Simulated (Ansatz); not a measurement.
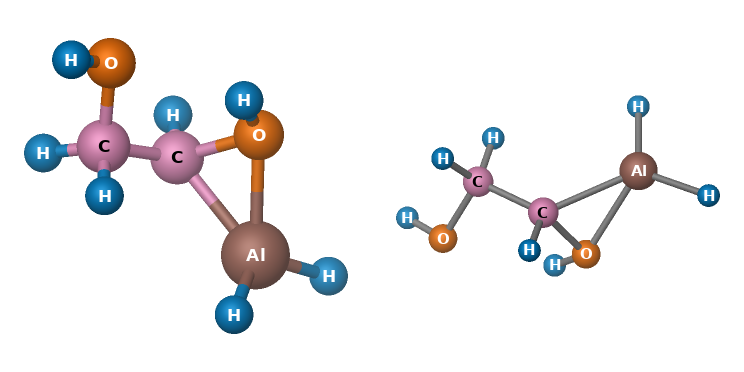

Both panels show the same species.

Computed geometry: PBE0-D4/def2-TZVP optimisation. No frequency run is at hand to confirm it as a minimum.

**What is the molecular formula?**

C₂H₇AlO₂, 12 atoms: 2 carbon, 7 hydrogen, 1 aluminium and 2 oxygen.

**Which point group does it belong to?**

C1.

**Count the bonded pairs by element.**

3 C–H, 2 C–O, 2 Al–H, 2 O–H, 1 C–Al, 1 C–C, 1 Al–O. Sticks follow a distance rule.

The parts below concern this one geometry. Atoms keep their numbers from picture to picture.

Levels of theory compared

No frequency run is at hand to confirm it as a minimum. Program: Ansatz 0.2.0.

Compare HOMO energy (eV) at these levels: B3LYP-D4/def2-TZVPP; PBE-D4/def2-TZVPP; PBE0-D4/def2-TZVPP; r2SCAN-D4/def2-TZVPP; ωB97M-V/def2-TZVPP; ωB97X-V/def2-TZVPP.

```json
{"level": "B3LYP-D4/def2-TZVPP", "HOMO energy (eV)": "−7.12"}
{"level": "PBE-D4/def2-TZVPP", "HOMO energy (eV)": "−6.03"}
{"level": "PBE0-D4/def2-TZVPP", "HOMO energy (eV)": "−7.31"}
{"level": "r2SCAN-D4/def2-TZVPP", "HOMO energy (eV)": "−6.29"}
{"level": "ωB97M-V/def2-TZVPP", "HOMO energy (eV)": "−9.59"}
{"level": "ωB97X-V/def2-TZVPP", "HOMO energy (eV)": "−9.73"}
```

Dipole moment

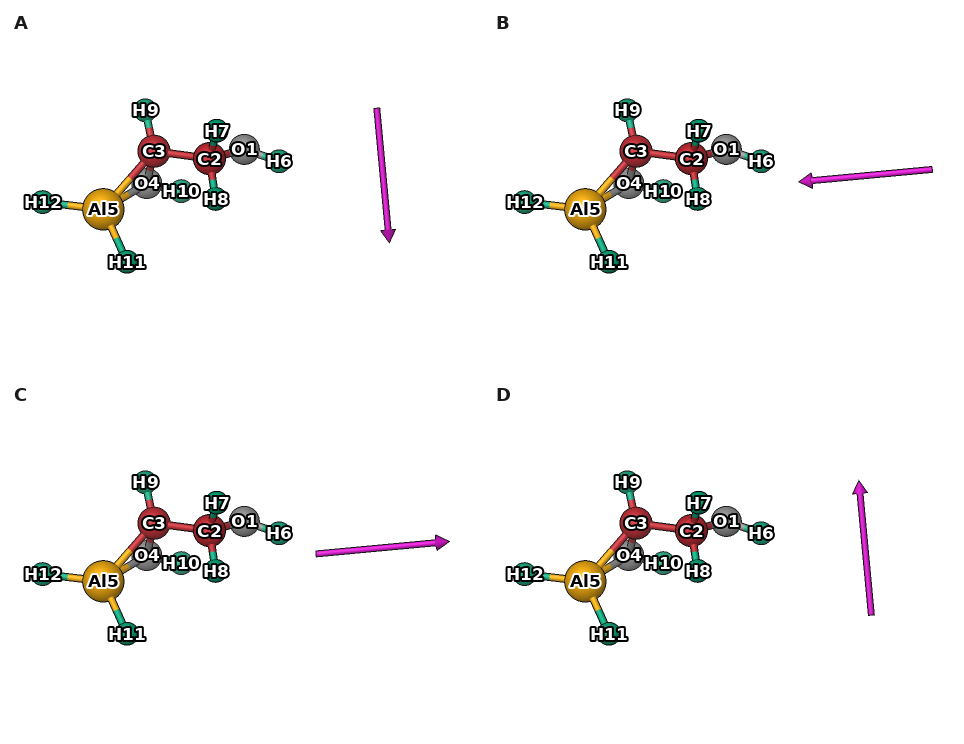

The same molecule four times, each with an arrow. No frequency run is at hand to confirm it as a minimum. Method: RKS B3LYP-D4/def2-TZVPP (Ansatz 0.2.0).

**Which arrow points along the dipole moment, from the negative to the positive end?**

C. The dipole moment is 3.05 D; it points from the side of H12 to the side of H6 (the outermost atoms at the two ends).

Charges

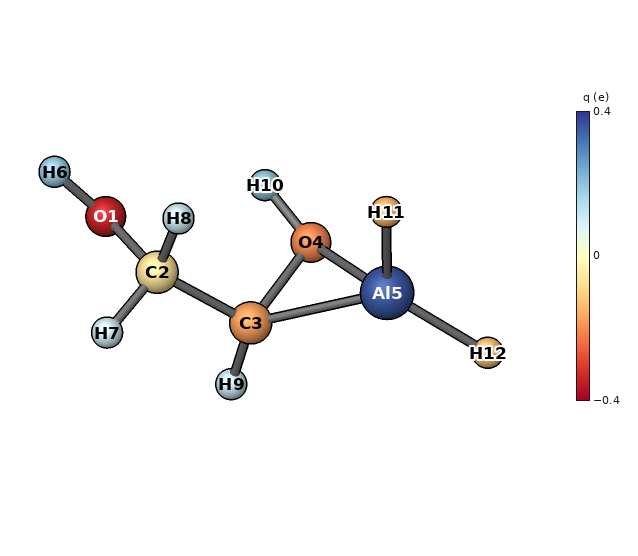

Atoms are coloured by their Mulliken charges. No frequency run is at hand to confirm it as a minimum. Properties computed with RKS ωB97M-V/def2-TZVPP (Ansatz 0.2.0).

Give the Mulliken charges atom by atom.

```
atom  value (e)
  O1      −0.34
  C2      −0.07
  C3      −0.18
  O4      −0.21
 Al5       0.35
  H6       0.18
  H7       0.10
  H8       0.11
  H9       0.11
 H10       0.20
 H11      −0.14
 H12      −0.13
```

Mulliken values depend strongly on the basis set and can even reverse the polarity of a bond.
